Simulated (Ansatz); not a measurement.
**Pressure series in ScAl3**

Take ScAl3 in the Cu3Au type structure (space group Pm-3m, No. 221; a = 4.072 Å) as the base.

Cell and atoms are relaxed at each pressure.

All numbers come from PBEsol, PAW, 420 eV (Ansatz, a quantum-chemistry and plane-wave program; spin-orbit coupling left out).

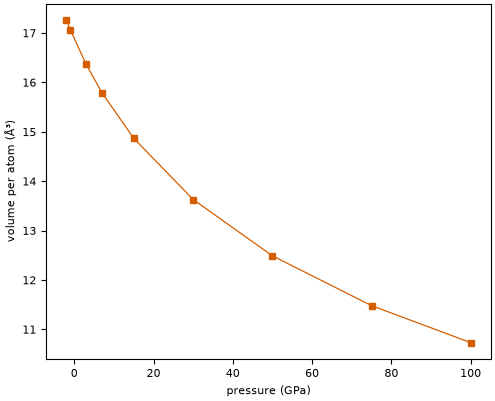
*Volume against pressure*

**Question.** Estimate the zero-pressure bulk modulus from the plot.

**Answer.** About 94 GPa; a third-order Birch–Murnaghan fit to the points gives V₀ = 16.87 Å³/atom, B₀ = 94 GPa and B₀′ = 3.8.

Load acts through the strain it causes; cell and atoms are relaxed under it. Whether these cells are dynamically stable was not tested. Competing high-pressure phases were not computed. All final runs are without spin polarisation.
